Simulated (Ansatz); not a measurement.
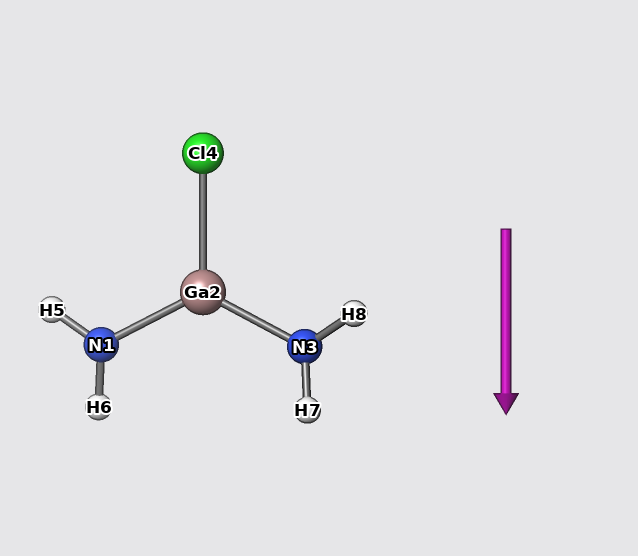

The arrow beside the molecule shows the direction of the dipole moment, from the negative to the positive end (its length means nothing). The geometry was computed by an optimisation with PBE0-D4/def2-TZVP. Method: RKS ωB97M-V/def2-TZVPP (Ansatz 0.2.0).

Estimate the dipole moment.

2.63 D; it points from the side of Cl4 to the side of H6, H7 (the outermost atoms at the two ends).
